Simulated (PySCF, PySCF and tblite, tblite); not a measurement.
**C8H12: conformers and averaged spectra**

Aim: find the conformers of C8H12 (`C#CC1CCCCC1`), weigh them, and average their properties.

Programs: PySCF 2.14.0 with density-fitted response routines of our own, and tblite 0.8.0. All values are computed, except where a source is named. Atoms count from 0 throughout.

### Step 1. The molecule as given

20 atoms, charge 0, multiplicity 1; geometry from: MMFF94s geometry.

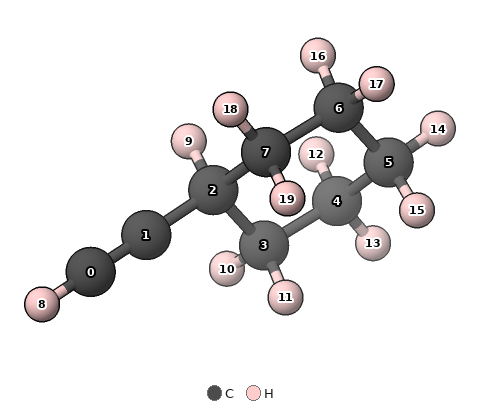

The starting geometry (carbon dark grey, hydrogen pink), atoms numbered.

### Step 2. GFN2-xTB relaxation, conformer 1

Job settings and geometry (Å):

```
{"job": {"xc": "GFN2-xTB", "basis": "xTB", "kind": "relax"}, "charge": 0, "multiplicity": 1}
C      3.562100    -0.276200    -0.175700
C      2.355200    -0.276600    -0.318500
C      0.903200    -0.296100    -0.473800
C      0.346200     1.148200    -0.523800
C     -1.177200     1.158500    -0.617500
C     -1.835900     0.347300     0.485600
C     -1.291000    -1.075300     0.530300
C      0.237300    -1.097100     0.649900
H      4.617500    -0.269600    -0.054500
H      0.657600    -0.777700    -1.430900
H      0.775500     1.684800    -1.365400
H      0.646400     1.681400     0.391300
H     -1.481800     0.755600    -1.588600
H     -1.530700     2.194200    -0.588700
H     -2.919700     0.336200     0.342300
H     -1.651400     0.839000     1.464900
H     -1.597900    -1.611100    -0.369200
H     -1.732800    -1.616900     1.384500
H      0.580200    -2.138400     0.624000
H      0.532000    -0.699600     1.630900
```

Run with:

```
$ OMP_NUM_THREADS=1 python ens_run.py task.json out
```

One launch serves the whole session.

The program printed:

```text
step      E/eV     max force
  0    -631.20805    1.614
  1    -631.17580    4.230
  2    -631.24149    0.432
  3    -631.24584    0.248
  4    -631.25218    0.223
  5    -631.25775    0.227
  6    -631.26025    0.142
  7    -631.26188    0.131
  8    -631.26307    0.110
  9    -631.26437    0.104
 10    -631.26557    0.095
 11    -631.26666    0.099
 12    -631.26769    0.118
 13    -631.26885    0.121
 14    -631.27004    0.088
 15    -631.27100    0.055
 16    -631.27155    0.048
 17    -631.27186    0.037
 18    -631.27186    0.037
 19    -631.27197    0.061
 20    -631.27206    0.114
 21    -631.27222    0.028
 22    -631.27228    0.036
 23    -631.27237    0.025
 24    -631.27241    0.023
 25    -631.27246    0.018
 26    -631.27250    0.020
 27    -631.27253    0.013
 28    -631.27256    0.015
 29    -631.27260    0.017
 30    -631.27264    0.020
 31    -631.27267    0.013
 32    -631.27270    0.012
 33    -631.27273    0.013
 34    -631.27275    0.015
 35    -631.27277    0.011
 36    -631.27278    0.008
 37    -631.27279    0.007
 38    -631.27280    0.007
 39    -631.27281    0.007
 40    -631.27281    0.006
 41    -631.27282    0.005
 42    -631.27282    0.005
 43    -631.27283    0.006
 44    -631.27283    0.007
 45    -631.27284    0.006
 46    -631.27284    0.004
```

It took 0.23 s on 1 thread of Arm Neoverse V2, shared host.

The energy fell by 0.065 eV, and the atoms moved 0.05 Å (root mean square).

GFN2-xTB relaxation, conformer 2:

Job settings and geometry (Å):

```
{"job": {"xc": "GFN2-xTB", "basis": "xTB", "kind": "relax"}, "charge": 0, "multiplicity": 1}
C      2.816700    -0.404800     1.216600
C      1.993900    -0.193300     0.344200
C      1.015600     0.050200    -0.709400
C      0.236800     1.365200    -0.465000
C     -0.776100     1.239200     0.691100
C     -1.728000     0.063500     0.474700
C     -0.962700    -1.239400     0.269500
C      0.054600    -1.130900    -0.864300
H      3.530700    -0.586300     1.985300
H      1.557400     0.166000    -1.648700
H     -0.304100     1.631700    -1.374100
H      0.928500     2.176200    -0.240700
H     -1.358700     2.170500     0.764500
H     -0.244400     1.123600     1.636000
H     -2.361300     0.265400    -0.394200
H     -2.392700    -0.026900     1.354200
H     -1.672600    -2.045600     0.060500
H     -0.450200    -1.521800     1.202200
H     -0.503100    -1.018300    -1.805300
H      0.614600    -2.073600    -0.939500
```

The program printed:

```text
step      E/eV     max force
  0    -631.17939    1.971
  1    -631.13064    4.888
  2    -631.21986    0.343
  3    -631.22458    0.229
  4    -631.23440    0.237
  5    -631.23788    0.182
  6    -631.24103    0.100
  7    -631.24246    0.106
  8    -631.24446    0.120
  9    -631.24636    0.102
 10    -631.24832    0.105
 11    -631.25017    0.104
 12    -631.25225    0.139
 13    -631.25444    0.148
 14    -631.25631    0.108
 15    -631.25756    0.072
 16    -631.25843    0.072
 17    -631.25919    0.078
 18    -631.25986    0.082
 19    -631.26049    0.071
 20    -631.26120    0.077
 21    -631.26203    0.092
 22    -631.26280    0.073
 23    -631.26327    0.043
 24    -631.26352    0.032
 25    -631.26352    0.032
 26    -631.26364    0.028
 27    -631.26376    0.228
 28    -631.26405    0.091
 29    -631.26416    0.046
 30    -631.26438    0.035
 31    -631.26462    0.063
 32    -631.26480    0.052
 33    -631.26499    0.028
 34    -631.26521    0.035
 35    -631.26549    0.069
 36    -631.26582    0.075
 37    -631.26612    0.055
 38    -631.26638    0.047
 39    -631.26662    0.065
 40    -631.26685    0.068
 41    -631.26703    0.047
 42    -631.26716    0.021
 43    -631.26727    0.029
 44    -631.26741    0.046
 45    -631.26756    0.045
 46    -631.26772    0.027
 47    -631.26789    0.030
 48    -631.26809    0.045
 49    -631.26831    0.053
 50    -631.26854    0.039
 51    -631.26871    0.032
 52    -631.26882    0.029
 53    -631.26890    0.025
 54    -631.26897    0.021
 55    -631.26902    0.016
 56    -631.26906    0.013
 57    -631.26909    0.016
 58    -631.26911    0.011
 59    -631.26912    0.011
 60    -631.26914    0.009
 61    -631.26915    0.013
 62    -631.26916    0.012
 63    -631.26917    0.006
 64    -631.26918    0.004
```

It took 0.35 s on 1 thread of Arm Neoverse V2, shared host.

Relaxing gained 0.090 eV and moved the atoms by 0.11 Å on average (rms).

### Step 3. DFT optimisation, start 1: PBE0-D3(BJ)/def2-SVP

Job settings and geometry (Å):

```
{"job": {"kind": "geom", "xc": "PBE0", "basis": "def2-SVP", "d3": "d3bj", "grid": 1, "maxiter": 40}, "charge": 0, "multiplicity": 1}
C      3.514382    -0.276526    -0.185093
C      2.326929    -0.291386    -0.332315
C      0.883238    -0.292986    -0.478961
C      0.346964     1.144054    -0.493894
C     -1.172037     1.144816    -0.633763
C     -1.814684     0.354072     0.502030
C     -1.286261    -1.077263     0.517791
C      0.232277    -1.085297     0.661815
H      4.556799    -0.269910    -0.068442
H      0.632961    -0.774675    -1.433036
H      0.801908     1.697087    -1.318817
H      0.630518     1.639845     0.437597
H     -1.449522     0.695199    -1.590665
H     -1.541785     2.172498    -0.628874
H     -2.900514     0.349356     0.385303
H     -1.582647     0.835951     1.454899
H     -1.566069    -1.577165    -0.413133
H     -1.737377    -1.632771     1.342876
H      0.606329    -2.111573     0.655946
H      0.513445    -0.632646     1.615699
```

The program printed:

```text
step   0  E = -311.43027423  max force = 0.024287
step   1  E = -311.43275465  max force = 0.003467
step   2  E = -311.43279097  max force = 0.000509
step   3  E = -311.43279485  max force = 0.000247
optimisation converged
```

Run time: 51 s. Hardware: 1 thread of Arm Neoverse V2, shared host; peak memory 0.74 GiB.

Relaxing gained 0.069 eV and moved the atoms by 0.03 Å on average (rms).

### Step 4. DFT optimisation, start 2: PBE0-D3(BJ)/def2-SVP

Job settings and geometry (Å):

```
{"job": {"kind": "geom", "xc": "PBE0", "basis": "def2-SVP", "d3": "d3bj", "grid": 1, "maxiter": 40}, "charge": 0, "multiplicity": 1}
C      2.647646    -0.400586     1.285934
C      1.905221    -0.193096     0.370551
C      0.997357     0.059163    -0.734440
C      0.214067     1.359010    -0.503068
C     -0.719176     1.224595     0.695994
C     -1.682950     0.059079     0.495975
C     -0.905896    -1.237302     0.288510
C      0.025984    -1.115993    -0.912988
H      3.304972    -0.582427     2.083094
H      1.602332     0.163807    -1.644932
H     -0.371722     1.580386    -1.398870
H      0.911854     2.183917    -0.342124
H     -1.277579     2.153033     0.834827
H     -0.123243     1.050585     1.594678
H     -2.311733     0.251540    -0.377452
H     -2.337744    -0.034799     1.364766
H     -1.598033    -2.068440     0.136311
H     -0.312627    -1.450049     1.180652
H     -0.564276    -0.949451    -1.817651
H      0.590397    -2.042294    -1.042279
```

The program printed:

```text
step   0  E = -311.43026638  max force = 0.020969
step   1  E = -311.43276290  max force = 0.002893
step   2  E = -311.43279413  max force = 0.000541
step   3  E = -311.43279673  max force = 0.000458
step   4  E = -311.43279679  max force = 0.000299
optimisation converged
```

Wall time 64 s (1 thread of Arm Neoverse V2, shared host); peak memory 0.76 GiB.

Relaxing gained 0.069 eV and moved the atoms by 0.05 Å on average (rms).

### Step 5. Shieldings, conformer 1: PBE0/pcSseg-1

Job settings and geometry (Å):

```
{"job": {"xc": "PBE0", "basis": "pcSseg-1", "kind": "nmr", "pop": true}, "charge": 0, "multiplicity": 1}
C      3.673919    -0.391795    -0.061646
C      2.469602    -0.395094    -0.194273
C      1.016093    -0.381691    -0.326238
C      0.465526     1.052716    -0.373035
C     -1.052419     1.062418    -0.507670
C     -1.720355     0.256894     0.601468
C     -1.179959    -1.168097     0.651029
C      0.337372    -1.189488     0.791699
H      4.742171    -0.393763     0.047321
H      0.766271    -0.867783    -1.289186
H      0.937530     1.602316    -1.202085
H      0.763592     1.569890     0.555677
H     -1.333125     0.634626    -1.487260
H     -1.422038     2.100386    -0.507965
H     -2.813890     0.249156     0.466387
H     -1.530457     0.750251     1.571898
H     -1.465939    -1.697751    -0.275849
H     -1.641262    -1.728069     1.480240
H      0.718412    -2.222442     0.784204
H      0.631338    -0.754227     1.762718
```

The program printed:

```text
coarse grid: 16128 points
cycle   1  E = -311.4902857159  dE =  8.949e-01  |g| = 4.385e-01  |ddm| = 4.062e+00
cycle   2  E = -311.4902011638  dE =  8.455e-05  |g| = 4.530e-01  |ddm| = 1.006e+00
cycle   3  E = -311.5431994856  dE = -5.300e-02  |g| = 6.395e-02  |ddm| = 4.629e-01
cycle   4  E = -311.5439662404  dE = -7.668e-04  |g| = 2.821e-02  |ddm| = 9.193e-02
cycle   5  E = -311.5441021840  dE = -1.359e-04  |g| = 1.680e-02  |ddm| = 3.395e-02
cycle   6  E = -311.5441701568  dE = -6.797e-05  |g| = 3.292e-03  |ddm| = 1.367e-02
cycle   7  E = -311.5441727995  dE = -2.643e-06  |g| = 4.147e-04  |ddm| = 3.241e-03
final grid: 154128 points
cycle   8  E = -311.5957308245  dE = -5.403e-05  |g| = 8.559e-03  |ddm| = 5.225e-02
cycle   9  E = -311.5957191513  dE =  1.167e-05  |g| = 1.100e-02  |ddm| = 1.789e-02
cycle  10  E = -311.5957494500  dE = -3.030e-05  |g| = 2.047e-03  |ddm| = 1.044e-02
cycle  11  E = -311.5957503996  dE = -9.496e-07  |g| = 6.466e-04  |ddm| = 1.885e-03
cycle  12  E = -311.5957504984  dE = -9.884e-08  |g| = 1.136e-04  |ddm| = 6.325e-04
cycle  13  E = -311.5957505015  dE = -3.110e-09  |g| = 2.856e-05  |ddm| = 1.499e-04
cycle  14  E = -311.5957505017  dE = -2.055e-10  |g| = 3.703e-06  |ddm| = 3.719e-05
converged SCF energy = -311.5957505017

GIAO shielding tensors (ppm)
atom      isotropic    diamagn.    paramagn.     s11        s22        s33       span
  0 C      110.431     259.203    -148.773     41.126     42.467    247.700    206.574
  1 C       92.463     255.416    -162.953    -15.241     -6.552    299.180    314.421
  2 C      153.836     245.910     -92.074    147.108    149.730    164.671     17.563
  3 C      149.083     245.731     -96.648    141.122    146.772    159.355     18.233
  4 C      156.258     245.463     -89.205    153.004    157.472    158.298      5.294
  5 C      156.672     245.878     -89.206    152.138    156.965    160.913      8.775
  6 C      156.262     245.400     -89.138    153.006    157.477    158.303      5.297
  7 C      149.130     245.399     -96.269    141.176    146.855    159.359     18.184
  8 H       29.401      33.179      -3.778     24.298     24.311     39.594     15.296
  9 H       29.331      28.896       0.435     25.038     29.323     33.631      8.593
 10 H       29.455      29.491      -0.036     24.527     28.668     35.169     10.642
 11 H       30.106      30.152      -0.046     26.527     29.299     34.492      7.965
 12 H       30.168      29.707       0.461     26.327     28.261     35.915      9.588
 13 H       29.670      28.772       0.898     24.676     27.546     36.789     12.112
 14 H       29.779      28.368       1.411     24.991     27.429     36.916     11.926
 15 H       30.209      29.525       0.685     26.744     27.976     35.908      9.164
 16 H       30.169      29.436       0.733     26.328     28.263     35.915      9.587
 17 H       29.670      28.348       1.322     24.675     27.547     36.789     12.114
 18 H       29.456      29.018       0.438     24.529     28.663     35.177     10.648
 19 H       30.108      29.846       0.262     26.528     29.296     34.501      7.973
```

Wall time 29 s (1 thread of Arm Neoverse V2, shared host); peak memory 1.1 GiB.

Key values: HOMO -7.56 eV, LUMO 1.24 eV; dipole 0.93 D.

### Step 6. Single-point energy, conformer 1: PBE0/def2-TZVP

The job, as its differences from that of step 5:

```diff
@@ -1,2 +1,2 @@
-{"job": {"xc": "PBE0", "basis": "pcSseg-1", "kind": "nmr", "pop": true}, "charge": 0, "multiplicity": 1}
+{"job": {"xc": "PBE0", "basis": "def2-TZVP", "kind": "sp"}, "charge": 0, "multiplicity": 1}
 C      3.673919    -0.391795    -0.061646
```

The program printed:

```text
coarse grid: 16128 points
cycle   1  E = -311.6991987921  dE =  8.829e-01  |g| = 4.725e-01  |ddm| = 4.735e+00
cycle   2  E = -311.6935315674  dE =  5.667e-03  |g| = 5.017e-01  |ddm| = 1.267e+00
cycle   3  E = -311.7581012725  dE = -6.457e-02  |g| = 7.298e-02  |ddm| = 7.315e-01
cycle   4  E = -311.7589863319  dE = -8.851e-04  |g| = 4.040e-02  |ddm| = 1.089e-01
cycle   5  E = -311.7593010183  dE = -3.147e-04  |g| = 2.008e-02  |ddm| = 3.842e-02
cycle   6  E = -311.7593978113  dE = -9.679e-05  |g| = 3.643e-03  |ddm| = 1.508e-02
cycle   7  E = -311.7594010121  dE = -3.201e-06  |g| = 5.256e-04  |ddm| = 5.018e-03
final grid: 154128 points
cycle   8  E = -311.7425450828  dE = -1.108e-04  |g| = 8.551e-03  |ddm| = 1.800e-01
cycle   9  E = -311.7425353323  dE =  9.751e-06  |g| = 1.047e-02  |ddm| = 2.246e-02
cycle  10  E = -311.7425625266  dE = -2.719e-05  |g| = 2.046e-03  |ddm| = 1.043e-02
cycle  11  E = -311.7425633977  dE = -8.710e-07  |g| = 8.554e-04  |ddm| = 1.939e-03
cycle  12  E = -311.7425635678  dE = -1.701e-07  |g| = 1.824e-04  |ddm| = 7.071e-04
cycle  13  E = -311.7425635758  dE = -7.998e-09  |g| = 4.116e-05  |ddm| = 2.748e-04
cycle  14  E = -311.7425635762  dE = -4.322e-10  |g| = 4.937e-06  |ddm| = 6.520e-05
converged SCF energy = -311.7425635762
```

Run time: 32 s. Hardware: 1 thread of Arm Neoverse V2, shared host; peak memory 1.2 GiB.

In short: HOMO -7.51 eV, LUMO 1.02 eV; dipole 1.02 D.

### Step 7. Shieldings, conformer 2: PBE0/pcSseg-1

Job settings and geometry (Å):

```
{"job": {"xc": "PBE0", "basis": "pcSseg-1", "kind": "nmr", "pop": false}, "charge": 0, "multiplicity": 1}
C      2.593273    -0.412610     1.341100
C      1.828890    -0.199967     0.424886
C      0.893731     0.055699    -0.670992
C      0.099177     1.353912    -0.439501
C     -0.878743     1.219347     0.721634
C     -1.821637     0.036292     0.521831
C     -1.050736    -1.259900     0.289892
C     -0.072361    -1.126454    -0.871049
H      3.279922    -0.600561     2.144997
H      1.495380     0.173777    -1.589097
H     -0.455999     1.577819    -1.367118
H      0.793675     2.191585    -0.271786
H     -1.452015     2.153010     0.839299
H     -0.308948     1.081221     1.656889
H     -2.470270     0.233650    -0.351278
H     -2.493578    -0.067995     1.388962
H     -1.746411    -2.093118     0.100032
H     -0.489672    -1.521761     1.203715
H     -0.630155    -0.950142    -1.807302
H      0.500074    -2.056619    -1.009722
```

The program printed:

```text
coarse grid: 16128 points
cycle   1  E = -311.4881284396  dE =  8.936e-01  |g| = 4.448e-01  |ddm| = 4.023e+00
cycle   2  E = -311.4829676508  dE =  5.161e-03  |g| = 4.802e-01  |ddm| = 9.912e-01
cycle   3  E = -311.5422431222  dE = -5.928e-02  |g| = 7.167e-02  |ddm| = 5.413e-01
cycle   4  E = -311.5429804746  dE = -7.374e-04  |g| = 4.183e-02  |ddm| = 1.026e-01
cycle   5  E = -311.5433395157  dE = -3.590e-04  |g| = 1.792e-02  |ddm| = 4.005e-02
cycle   6  E = -311.5434178277  dE = -7.831e-05  |g| = 3.055e-03  |ddm| = 1.505e-02
cycle   7  E = -311.5434202190  dE = -2.391e-06  |g| = 3.808e-04  |ddm| = 3.688e-03
final grid: 154128 points
cycle   8  E = -311.5953749985  dE = -4.840e-05  |g| = 8.310e-03  |ddm| = 3.981e-02
cycle   9  E = -311.5953629553  dE =  1.204e-05  |g| = 1.091e-02  |ddm| = 1.914e-02
cycle  10  E = -311.5953924246  dE = -2.947e-05  |g| = 2.018e-03  |ddm| = 1.178e-02
cycle  11  E = -311.5953933344  dE = -9.098e-07  |g| = 6.135e-04  |ddm| = 1.766e-03
cycle  12  E = -311.5953934255  dE = -9.111e-08  |g| = 9.591e-05  |ddm| = 5.577e-04
cycle  13  E = -311.5953934277  dE = -2.180e-09  |g| = 2.812e-05  |ddm| = 1.363e-04
cycle  14  E = -311.5953934279  dE = -2.086e-10  |g| = 3.168e-06  |ddm| = 4.165e-05
converged SCF energy = -311.5953934279

GIAO shielding tensors (ppm)
atom      isotropic    diamagn.    paramagn.     s11        s22        s33       span
  0 C      108.410     259.153    -150.743     35.489     40.062    249.678    214.189
  1 C       93.239     264.851    -171.612    -14.203     -0.742    294.662    308.865
  2 C      155.997     242.362     -86.365    147.407    152.945    167.640     20.233
  3 C      150.807     245.898     -95.091    143.286    150.098    159.035     15.749
  4 C      160.692     245.731     -85.040    154.253    160.956    166.866     12.613
  5 C      155.767     245.807     -90.040    151.613    156.885    158.803      7.190
  6 C      160.694     245.724     -85.030    154.276    160.938    166.867     12.591
  7 C      150.801     245.906     -95.105    143.228    150.122    159.052     15.824
  8 H       29.326      33.448      -4.122     24.082     24.156     39.741     15.659
  9 H       28.686      28.233       0.453     24.200     26.674     35.183     10.982
 10 H       30.018      30.355      -0.337     26.444     27.732     35.879      9.434
 11 H       29.586      29.209       0.377     25.278     27.579     35.902     10.625
 12 H       29.944      28.715       1.228     24.872     27.626     37.333     12.461
 13 H       29.453      29.772      -0.319     25.889     28.390     34.082      8.193
 14 H       30.216      29.536       0.680     26.285     28.187     36.175      9.891
 15 H       29.676      28.531       1.145     25.023     27.336     36.670     11.647
 16 H       29.942      28.714       1.228     24.868     27.627     37.332     12.464
 17 H       29.453      29.773      -0.321     25.889     28.388     34.081      8.191
 18 H       30.017      30.356      -0.339     26.440     27.731     35.880      9.440
 19 H       29.587      29.214       0.373     25.282     27.579     35.899     10.617
```

Wall time 29 s (1 thread of Arm Neoverse V2, shared host); peak memory 1.1 GiB.

Key values: HOMO -7.55 eV, LUMO 1.02 eV; dipole 0.68 D.

### Step 8. Single-point energy, conformer 2: PBE0/def2-TZVP

The job, as its differences from that of step 7:

```diff
@@ -1,2 +1,2 @@
-{"job": {"xc": "PBE0", "basis": "pcSseg-1", "kind": "nmr", "pop": false}, "charge": 0, "multiplicity": 1}
+{"job": {"xc": "PBE0", "basis": "def2-TZVP", "kind": "sp"}, "charge": 0, "multiplicity": 1}
 C      2.593273    -0.412610     1.341100
```

The program printed:

```text
coarse grid: 16128 points
cycle   1  E = -311.6972363063  dE =  8.817e-01  |g| = 4.798e-01  |ddm| = 3.960e+00
cycle   2  E = -311.6846243179  dE =  1.261e-02  |g| = 5.343e-01  |ddm| = 1.181e+00
cycle   3  E = -311.7574049896  dE = -7.278e-02  |g| = 8.430e-02  |ddm| = 7.544e-01
cycle   4  E = -311.7583261891  dE = -9.212e-04  |g| = 5.522e-02  |ddm| = 1.044e-01
cycle   5  E = -311.7589737894  dE = -6.476e-04  |g| = 2.050e-02  |ddm| = 4.126e-02
cycle   6  E = -311.7590762557  dE = -1.025e-04  |g| = 3.374e-03  |ddm| = 1.684e-02
cycle   7  E = -311.7590790956  dE = -2.840e-06  |g| = 5.448e-04  |ddm| = 5.155e-03
final grid: 154128 points
cycle   8  E = -311.7415291030  dE = -1.007e-04  |g| = 8.283e-03  |ddm| = 1.948e-01
cycle   9  E = -311.7415186225  dE =  1.048e-05  |g| = 1.044e-02  |ddm| = 2.086e-02
cycle  10  E = -311.7415454343  dE = -2.681e-05  |g| = 2.003e-03  |ddm| = 1.010e-02
cycle  11  E = -311.7415462292  dE = -7.949e-07  |g| = 8.603e-04  |ddm| = 1.699e-03
cycle  12  E = -311.7415464062  dE = -1.771e-07  |g| = 1.481e-04  |ddm| = 6.999e-04
cycle  13  E = -311.7415464115  dE = -5.272e-09  |g| = 3.708e-05  |ddm| = 2.252e-04
cycle  14  E = -311.7415464119  dE = -3.641e-10  |g| = 5.296e-06  |ddm| = 6.273e-05
converged SCF energy = -311.7415464119
```

It took 33 s on 1 thread of Arm Neoverse V2, shared host; peak memory 1.2 GiB.

This run: HOMO -7.51 eV, LUMO 0.86 eV; dipole 0.75 D.

[end of part 1 of 2]
